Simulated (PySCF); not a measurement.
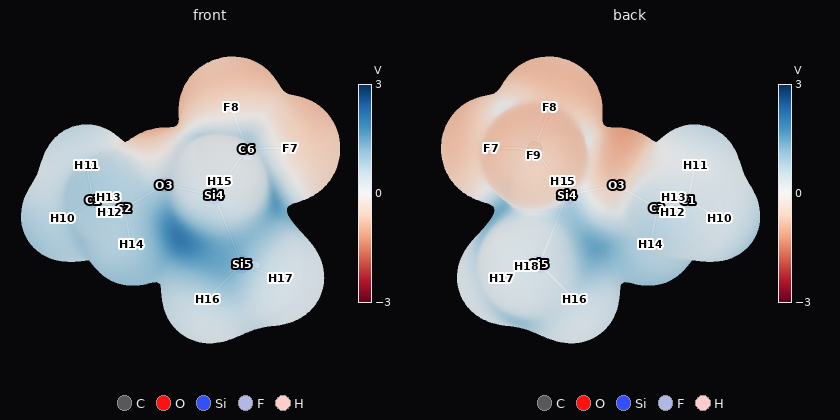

Figure 1: C$_{3}$H$_{9}$F$_{3}$OSi$_{2}$. The molecular electrostatic potential painted on the density surface at 0.002 e/bohr³, seen from the front and from behind; red is negative and blue positive.

Geometry: GFN2-xTB.

Computed with PySCF 2.14.0, PBE0/pcSseg-1, SCF density, gas phase, non-relativistic.

Input file:

```
{"job": {"kind": "nmr", "xc": "PBE0", "basis": "pcSseg-1"}, "charge": 0, "multiplicity": 1}
C      2.720463    -0.085894     0.714790
C      1.757819    -0.329240    -0.435443
O      0.628446     0.493491    -0.285293
Si    -0.895423     0.284850    -0.766615
Si    -1.885846    -1.631597     0.060504
C     -1.702672     1.825652     0.088847
F     -3.004530     1.931002    -0.272583
F     -1.142547     3.008274    -0.214323
F     -1.710755     1.745181     1.436988
H      3.598045    -0.716010     0.601647
H      3.027328     0.956422     0.726977
H      2.234975    -0.314978     1.659739
H      2.233537    -0.089886    -1.392493
H      1.447104    -1.379920    -0.462767
H     -1.031243     0.599321    -2.196714
H     -0.951490    -2.762393    -0.057334
H     -3.084761    -1.997555    -0.694597
H     -2.247208    -1.530403     1.477015
```

Launched as:

```sh
OMP_NUM_THREADS=1 python probes_run.py task.json out
```

### Which sites attract a positive test charge, and which a negative one?

A positive charge is drawn to the negative regions and a negative charge to the positive ones. The most negative region (about −1.1 V) lies over O3, the most positive (about +1.9 V) over Si4. O3 is the likeliest acceptor of a hydrogen bond.
